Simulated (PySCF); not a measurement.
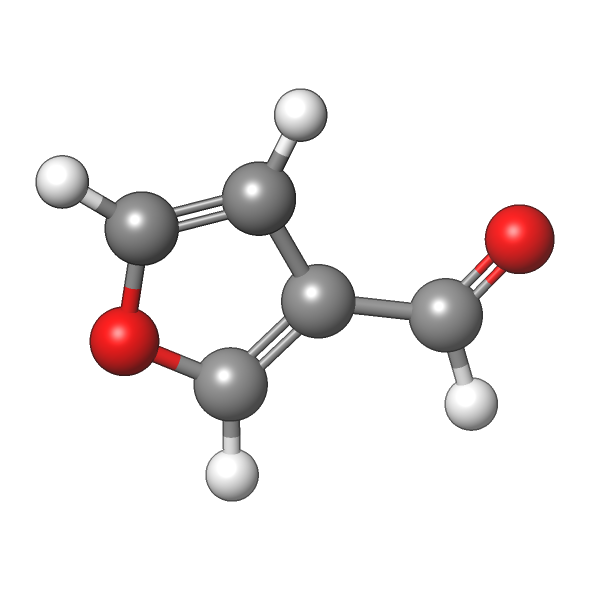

Rendered structure (ball-and-stick style). Double and triple bonds are drawn as two and three sticks. Colours: oxygen red, carbon grey, hydrogen white.

What does the picture show?

It has 11 atoms: 5 carbon, 4 hydrogen and 2 oxygen (C₅H₄O₂). Its SMILES string is `O=Cc1ccoc1`. Independent rings (smallest set): 1 of 5 members, 1 of them aromatic. Among its groups: aldehyde. This geometry has Cs symmetry. All atoms lie on one plane. Coordination: 5 C trigonal planar; 1 O bent.

The parts below concern this one geometry. Atoms keep their numbers from picture to picture. The geometry was computed by an optimisation with PBE0-D3(BJ)/def2-SVP. No frequency run is at hand to confirm it as a minimum.

### Quadrupole coupling

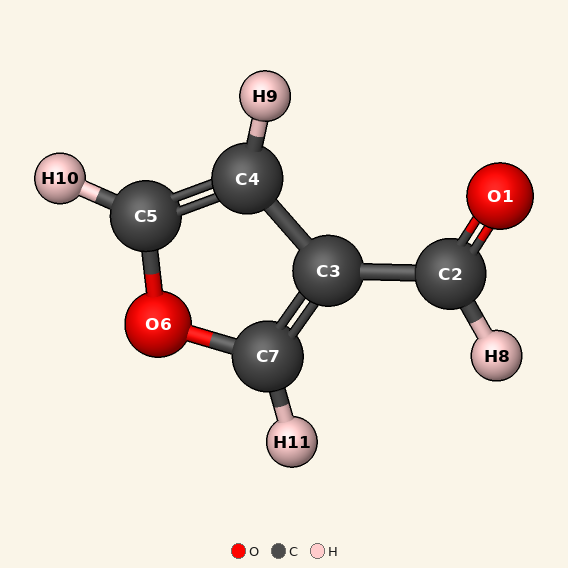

No frequency run is at hand to confirm it as a minimum. Electric field gradients from the ground-state density, PBE0/pcSseg-1 (PySCF 2.14.0), non-relativistic apart from any core potentials.

Give the largest field-gradient component, the quadrupole coupling constant and the asymmetry for 17O at O1 (Q = −25.6 mb), 17O at O6 (Q = −25.6 mb), 2H at H8 (Q = 2.86 mb), 2H at H9 (Q = 2.86 mb), 2H at H10 (Q = 2.86 mb), 2H at H11 (Q = 2.86 mb).

```json
{"atom": "O1", "V_zz (a.u.)": "−2.023", "e²qQ/h (MHz)": "12.17", "η": "0.49"}
{"atom": "O6", "V_zz (a.u.)": "1.427", "e²qQ/h (MHz)": "−8.58", "η": "0.08"}
{"atom": "H8", "V_zz (a.u.)": "0.250", "e²qQ/h (MHz)": "0.168", "η": "0.04"}
{"atom": "H9", "V_zz (a.u.)": "0.315", "e²qQ/h (MHz)": "0.211", "η": "0.05"}
{"atom": "H10", "V_zz (a.u.)": "0.311", "e²qQ/h (MHz)": "0.209", "η": "0.11"}
{"atom": "H11", "V_zz (a.u.)": "0.308", "e²qQ/h (MHz)": "0.207", "η": "0.11"}
```

### NMR shielding

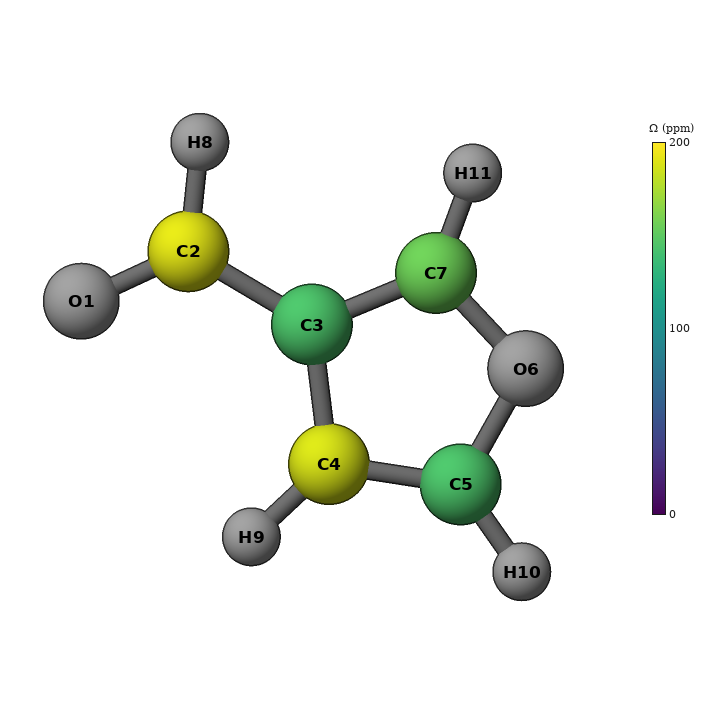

The C atoms are coloured by the span of their shielding tensor. No frequency run is at hand to confirm it as a minimum. Properties computed with GIAO PBE0/pcSseg-1 NMR shielding, non-relativistic, gas phase (PySCF 2.14.0). Principal shieldings σ11 ≤ σ22 ≤ σ33, span Ω = σ33 − σ11, skew κ = 3(σiso − σ22)/Ω.

Give the shielding tensors of the C atoms.

| atom | σ11 | σ22 | σ33 | σiso | Ω | κ |
| --- | --- | --- | --- | --- | --- | --- |
| C2 | −93.8 | −5.5 | 97.5 | −0.6 | 191.3 | 0.08 |
| C3 | −9.7 | 25.7 | 134.6 | 50.2 | 144.3 | 0.51 |
| C4 | −21.7 | 66.1 | 165.9 | 70.1 | 187.6 | 0.06 |
| C5 | −41.2 | 46.4 | 102.9 | 36.1 | 144.1 | −0.22 |
| C7 | −44.4 | 23.4 | 111.4 | 30.1 | 155.8 | 0.13 |

Shieldings and span in ppm.

### Dipole moment

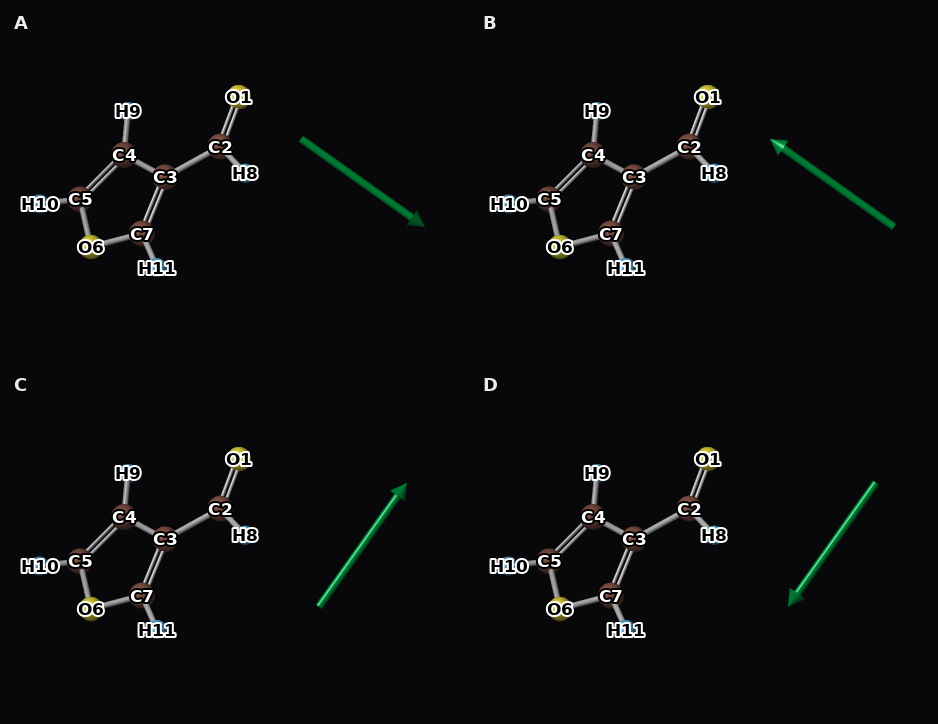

The same molecule four times, each with an arrow. No frequency run is at hand to confirm it as a minimum. Properties computed with PBE0/pcSseg-1, gas phase (PySCF 2.14.0).

Which arrow points along the dipole moment, from the negative to the positive end?

D. The dipole moment is 2.86 D; it points from the side of O1 to the side of O6 (the outermost atoms at the two ends).
